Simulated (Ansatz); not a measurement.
The calculation's input:

```
crystal:
  periodic: [false, false, false]
  atoms:
    - { symbol: B, position_ang: [-0.4646, 1.06579, -0.7226] }
    - { symbol: "N", position_ang: [-0.27839, 0.23154, 0.38005] }
    - { symbol: Si, position_ang: [0.30125, -1.40791, 0.47378] }
    - { symbol: H, position_ang: [-0.18543, 0.66093, -1.7862] }
    - { symbol: H, position_ang: [-0.88822, 2.14861, -0.56544] }
    - { symbol: H, position_ang: [-0.54433, 0.61428, 1.2771] }
    - { symbol: H, position_ang: [0.97159, -1.79275, -0.75593] }
    - { symbol: H, position_ang: [1.08813, -1.5205, 1.69925] }
magnetization:
  spin_polarized: true
  initial_magnetization: 1
basis:
  gaussian: { orbitals: "6-31G" }
hamiltonian:
  xc: lda
relax:
  f_tol: 0.015
  max_steps: 40
output:
  orbitals: {}
```

Launched as:

```sh
ansatz run input.yaml --threads 1 --pin off --max-ram 2048MiB --backend cpu --events-out ev --progress --plain --runs-dir out
```

The fields are those of the relaxed geometry.

Level of theory: UKS LDA/6-31G in Ansatz.

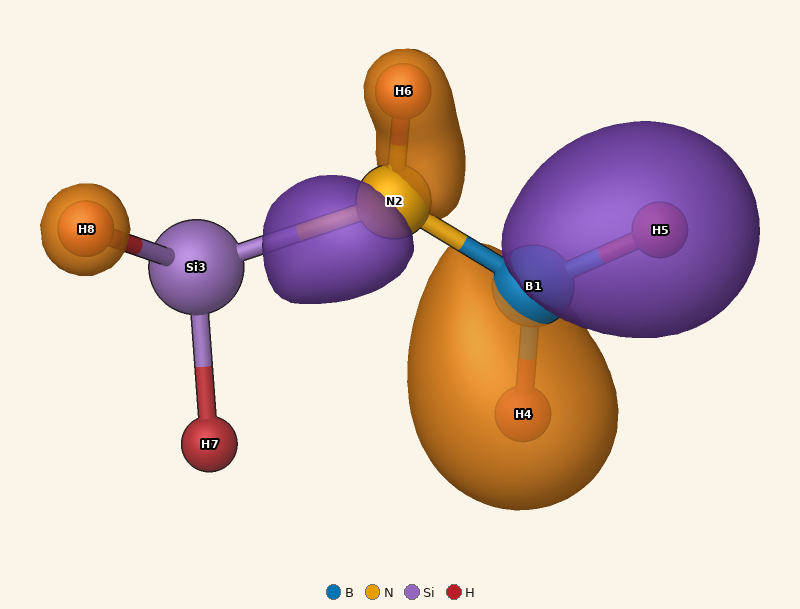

BH₅NSi (SMILES BN[SiH2]) (doublet). The HOMO (β) at ±0.15 Å⁻³ᐟ² (orange and purple are the two phases), seen at a tilt.

> Where does this orbital lie, and at what energy?

Its weight (Hirshfeld) is mainly on B1 (about 35 %), H5 (about 25 %), H4 (about 20 %) and N2 (about 10 %). Its energy is −7.27 eV.
